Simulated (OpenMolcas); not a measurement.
**CH6FNSn (SMILES [CH3][SnH]([NH2])[F]) at 5 levels**

Wanted: a comparison of 5 runs (B2PLYP/def2-SVP, PBE0/def2-SVP, TPSS/def2-SVP, r2SCAN/def2-SVP, revPBE/def2-SVP) of CH6FNSn. 

The results are computed with OpenMolcas 26.06.

### Step 1. The structure to begin with

The species is CH6FNSn (10 atoms), meant as a singlet with charge 0. As SMILES, `[CH3][SnH]([NH2])[F]`. The Sn2–H8 distance was set to 3.068 Å, away from the relaxed value. At this shape a bond of the SMILES string is far longer than usual.

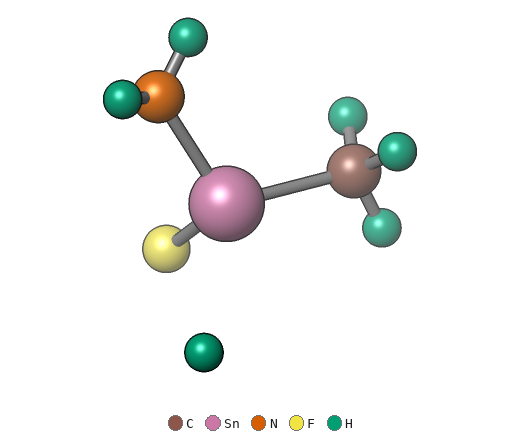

Viewed from a chosen angle; carbon brown, tin pink, nitrogen orange, fluorine yellow, hydrogen teal.

### Step 2. The energy at B2PLYP/def2-SVP (core potential) (run 1)

File mol.inp:

```
&gateway
 baslib
 $CurrDir
 coord
 10
 angstrom
 C       -1.364011       1.111062       1.623564
 Sn      -0.353311      -0.499938       0.685164
 N        1.181489      -1.161038       1.783764
 F       -1.649311      -1.931238       0.724564
 H       -1.532211       0.859562       2.670864
 H       -0.773111       2.024862       1.560764
 H       -2.326011       1.266662       1.136664
 H        0.413300      -0.329300      -2.280300
 H        1.378989      -0.686538       2.651164
 H        2.040889      -1.387838       1.308264
 basis
 def2-SVP
 group
 NoSym

&seward
 gridinput
 Grid=UltraFine
 End of Grid

&scf
 ksdft
 B2PLYP_SCF
 thresholds
 1e-10 1e-07 1e-07 1e-05
 prorbitals
 1 2

&mbpt2
 frozen
 7
```

The basis set def2-SVP is read from a file made from the Basis Set Exchange's data (not shown).

Run with:

```
$ export MOLCAS_MEM=1860
$ pymolcas mol.inp > mol.log
```

Standard output:

```text
--- Start Module: gateway ---
[...]
--- Stop Module: gateway /rc=_RC_ALL_IS_WELL_ ---
[...]
      Basis functions           98
[...]
--- Start Module: scf ---
[...]
       Convergence after  17 Iterations
[...]
::    Total KS-DFT energy                            -409.6869706225
[...]
      Total spin, S                                     0.0000000000
[...]
      Total electronic charge=   50.000000
      Total            charge=   -0.000000
[...]
      Dipole Moment (debye):
      Origin of the operator (angstrom)=   -0.4348   -0.5721    0.8627
                   X=  1.6061E+00               Y=  3.4197E+00               Z=  3.0521E+00           Total=  4.8569E+00
      Quadrupole Moment (debye*angstrom):
[...]
--- Stop Module: scf /rc=_RC_ALL_IS_WELL_ ---
[...]
--- Start Module: mbpt2 ---
[...]
 ###    WARNING: MP2 implementation intended for RHF references only         ###
 ###############################################################################
MBPT2 WARNING: Reference function according to RunFile:KS-DFT
I'll assume you know what you're doing and continue
WARNING!
Default frozen orbitals as non valence orbitals is overwritten by user input.
Default values:   3
[...]
       Reference weight ( Cref**2 )         =        0.71369
::    Total MBPT2 energy                             -410.4835887081
[...]
      Total MBPT2 calculations                           0.58      0.67
--- Stop Module: mbpt2 /rc=_RC_ALL_IS_WELL_ ---
[...]
```

Wall time 42 s (1 thread of Intel Xeon Platinum 8259CL at 2.50GHz (Skylake/Cascade Lake), shared host); peak memory 0.55 GiB.

### Step 3. The energy at PBE0/def2-SVP (core potential) (run 2)

File test.inp:

```
>>> EXPORT MOLCAS_PRINT=2

&GATEWAY
 BASLIB=$CurrDir
 COORD
 10
 bohr
 C     -2.57760722     2.09960289     3.06809131
 Sn    -0.66766103    -0.94474590     1.29477231
 N      2.23269063    -2.19404384     3.37082543
 F     -3.11674608    -3.64951090     1.36922752
 H     -2.89545916     1.62433677     5.04720148
 H     -1.46096805     3.82643462     2.94941651
 H     -4.39552375     2.39364427     2.14798366
 H      0.78102381    -0.62228681    -4.30914248
 H      2.60591154    -1.29736879     5.00997387
 H      3.85672126    -2.62263373     2.47226066
 BASIS=def2-SVP
 GROUP=NoSym

&SEWARD
 GRIDINPUT
 Grid=UltraFine
 End of Grid

&SCF
 KSDFT=PBE0
 THRESHOLDS=1e-10 1e-07 1e-07 1e-05
 PRORBITALS=1
```

The basis set def2-SVP is read from a file made from the Basis Set Exchange's data (not shown).

Run with:

```
$ export MOLCAS_MEM=1860
$ pymolcas test.inp > test.log
```

Standard output:

```text
--- Start Module: gateway ---
[...]
--- Stop Module: gateway /rc=_RC_ALL_IS_WELL_ ---
--- Start Module: seward ---
[...]
      Basis functions           98
--- Stop Module: seward /rc=_RC_ALL_IS_WELL_ ---
[...]
--- Start Module: scf ---
[...]
       Convergence after  18 Iterations
[...]
::    Total KS-DFT energy                            -410.1547155916
[...]
      Total spin, S                                     0.0000000000
[...]
      Total electronic charge=   50.000000
      Total            charge=   -0.000000
[...]
      Dipole Moment (debye):
      Origin of the operator (angstrom)=   -0.4348   -0.5721    0.8627
                   X=  1.5929E+00               Y=  3.2024E+00               Z=  2.9376E+00           Total=  4.6284E+00
      Quadrupole Moment (debye*angstrom):
[...]
--- Stop Module: scf /rc=_RC_ALL_IS_WELL_ ---
[...]
```

Wall time 44 s (1 thread of Intel Xeon Platinum 8259CL at 2.50GHz (Skylake/Cascade Lake), shared host); peak memory 0.55 GiB.

### Step 4. A single-point energy at TPSS/def2-SVP (core potential) (run 3)

File mol.inp:

```
&GATEWAY
  BasLib = $CurrDir
  Coord
  10
  angstrom
  C       -1.364011       1.111062       1.623564
  Sn      -0.353311      -0.499938       0.685164
  N        1.181489      -1.161038       1.783764
  F       -1.649311      -1.931238       0.724564
  H       -1.532211       0.859562       2.670864
  H       -0.773111       2.024862       1.560764
  H       -2.326011       1.266662       1.136664
  H        0.413300      -0.329300      -2.280300
  H        1.378989      -0.686538       2.651164
  H        2.040889      -1.387838       1.308264
  Basis = def2-SVP
  Group = NoSym

&SEWARD
  GridInput
  Grid=UltraFine
  End of Grid

&SCF
  KSDFT = 2
  1.0 MGGA_X_TPSS
  1.0 MGGA_C_TPSS
  Thresholds = 1e-10 1e-07 1e-07 1e-05
  PrOrbitals = 0
```

The basis set def2-SVP is read from a file made from the Basis Set Exchange's data (not shown).

Run with:

```
$ export MOLCAS_MEM=1860
$ pymolcas mol.inp > mol.log
```

Standard output:

```text
--- Start Module: gateway ---
[...]
--- Stop Module: gateway /rc=_RC_ALL_IS_WELL_ ---
--- Start Module: seward ---
[...]
      Basis functions           98
--- Stop Module: seward /rc=_RC_ALL_IS_WELL_ ---
[...]
--- Start Module: scf ---
[...]
       Convergence after  24 Iterations
[...]
::    Total KS-DFT energy                            -410.3062492437
[...]
      Total spin, S                                     0.0000000000
[...]
      Total electronic charge=   50.000000
      Total            charge=   -0.000000
[...]
      Dipole Moment (debye):
      Origin of the operator (angstrom)=   -0.4348   -0.5721    0.8627
                   X=  1.4650E+00               Y=  2.9171E+00               Z=  3.1972E+00           Total=  4.5692E+00
      Quadrupole Moment (debye*angstrom):
[...]
--- Stop Module: scf /rc=_RC_ALL_IS_WELL_ ---
[...]
```

It took 84 s on 1 thread of Intel Xeon Platinum 8259CL at 2.50GHz (Skylake/Cascade Lake), shared host; peak memory 0.55 GiB.

Run 4 isn't shown in full; the table further down has it.

### Step 5. The energy at revPBE/def2-SVP (core potential) (run 5)

File job.input:

```
* CH6FNSn Kohn-Sham DFT

&GATEWAY
 BasLib=$CurrDir
 BasisSet
 C.def2-SVP....
 C1 -1.364011 1.111062 1.623564 angstrom
 End of Basis
 BasisSet
 Sn.def2-SVP....
 Sn2 -0.353311 -0.499938 0.685164 angstrom
 End of Basis
 BasisSet
 N.def2-SVP....
 N3 1.181489 -1.161038 1.783764 angstrom
 End of Basis
 BasisSet
 F.def2-SVP....
 F4 -1.649311 -1.931238 0.724564 angstrom
 End of Basis
 BasisSet
 H.def2-SVP....
 H5 -1.532211 0.859562 2.670864 angstrom
 H6 -0.773111 2.024862 1.560764 angstrom
 H7 -2.326011 1.266662 1.136664 angstrom
 H8 0.413300 -0.329300 -2.280300 angstrom
 H9 1.378989 -0.686538 2.651164 angstrom
 H10 2.040889 -1.387838 1.308264 angstrom
 End of Basis

&SEWARD
 GridInput
 Grid=UltraFine
 End of Grid

&SCF
 KSDFT=revPBE
 Thresholds=1e-10 1e-07 1e-07 1e-05
 PrOrbitals=1 1
```

The basis set def2-SVP is read from a file made from the Basis Set Exchange's data (not shown).

Run with:

```
$ export MOLCAS_MEM=1860
$ pymolcas job.input > job.log
```

Standard output:

```text
--- Start Module: gateway ---
[...]
--- Stop Module: gateway /rc=_RC_ALL_IS_WELL_ ---
--- Start Module: seward ---
[...]
      Basis functions           98
--- Stop Module: seward /rc=_RC_ALL_IS_WELL_ ---
[...]
--- Start Module: scf ---
[...]
       Convergence after  24 Iterations
[...]
::    Total KS-DFT energy                            -410.3545968219
[...]
      Total spin, S                                     0.0000000000
[...]
      Total electronic charge=   50.000000
      Total            charge=   -0.000000
[...]
      Dipole Moment (debye):
      Origin of the operator (angstrom)=   -0.4348   -0.5721    0.8627
                   X=  1.4740E+00               Y=  2.8820E+00               Z=  3.0712E+00           Total=  4.4621E+00
      Quadrupole Moment (debye*angstrom):
[...]
--- Stop Module: scf /rc=_RC_ALL_IS_WELL_ ---
[...]
```

It took 56 s on 1 thread of Intel Xeon Platinum 8259CL at 2.50GHz (Skylake/Cascade Lake), shared host; peak memory 0.54 GiB.

### Step 6. All runs side by side

| run | level | frozen core orbitals | energy (Eh) | dipole moment (D) | HOMO energy (eV) | LUMO energy (eV) | wall time |
| --- | --- | --- | --- | --- | --- | --- | --- |
| 1 | B2PLYP/def2-SVP (core potential) | 7 | -409.902058 | 4.86 | -7.43 | -2.32 | 42 s |
| 2 | PBE0/def2-SVP (core potential) | – | -410.154716 | 4.63 | -6.70 | -3.32 | 44 s |
| 3 | TPSS/def2-SVP (core potential) | – | -410.306249 | 4.57 | -5.84 | -3.90 | 84 s |
| 4 | r2SCAN/def2-SVP (core potential) | – | -410.344349 | 4.58 | -5.99 | -3.94 | 73 s |
| 5 | revPBE/def2-SVP (core potential) | – | -410.354597 | 4.46 | -5.66 | -3.84 | 56 s |

### Step 7. Results

| quantity | value |
| --- | --- |
| run 5: total energy | -410.35460 Eh |
| run 5: dipole moment | 4.46 D |
| run 5: HOMO energy | -5.66 eV |
| run 5: LUMO energy | -3.84 eV |
| run 5: HOMO–LUMO gap | 1.82 eV |

What this shows: The dipole moment (its size) runs from 4.46 D (revPBE/def2-SVP) to 4.86 D (B2PLYP/def2-SVP). A double hybrid's value is that of its SCF part. The HOMO–LUMO gap runs from 1.82 eV (revPBE/def2-SVP) to 5.11 eV (B2PLYP/def2-SVP). For B2PLYP the log adds the whole second-order term; the table takes 0.27 of it, as the functional is defined. Totals of different functionals can't be ranked against each other. In runs 1, 2, 3, 4, 5 a closed-shell determinant meets a far-stretched bond, which it describes badly. All runs together took 5 min, the longest 84 s.
